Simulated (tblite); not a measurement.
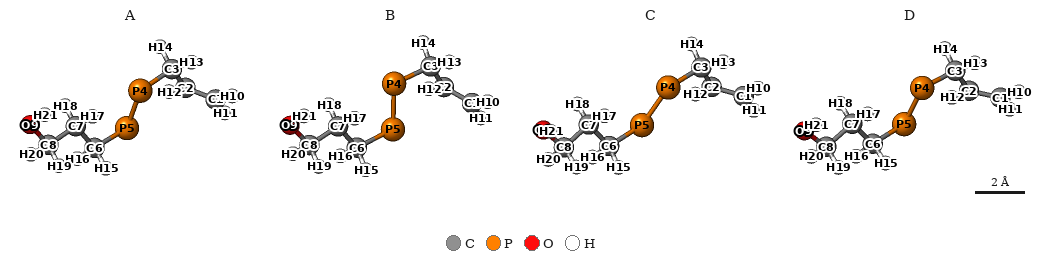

4 geometries from one relaxation of C6H12OP2, in shuffled order. A ball-and-stick model, seen at a tilt.

Theory: GFN2-xTB geometry optimisation, gas phase in tblite. 

### Put them in the order of the run, from the start to the converged end.

C, D, A, B. They are steps 0, 23, 73, 141, at +1.787 eV, +0.146 eV, +0.036 eV relative to the last. The atom that moves furthest after the best rigid fit is H21 (0.91 Å). Largest moves by element: H 0.91 Å, C 0.63 Å, P 0.60 Å, O 0.35 Å. Among the contacts that change: O9–H21 1.012 → 0.964 Å, P4–P5 1.983 → 2.031 Å, C1–C2 1.366 → 1.322 Å, P5–C6 1.834 → 1.868 Å. Bond angles that change, for instance: P4–P5–C6 126.9° → 101.8°, C3–P4–P5 124.6° → 100.3°, C1–C2–C3 115.8° → 124.2°. Groups turn about C8–O9 by about 40°, P5–C6 by about 30°, C3–P4 by about 25°. After 141 geometry steps the energy has fallen by 1.787 eV. Cost: 1.7 s on 1 thread of Intel(R) Xeon(R) 6975P-C, on a shared host.
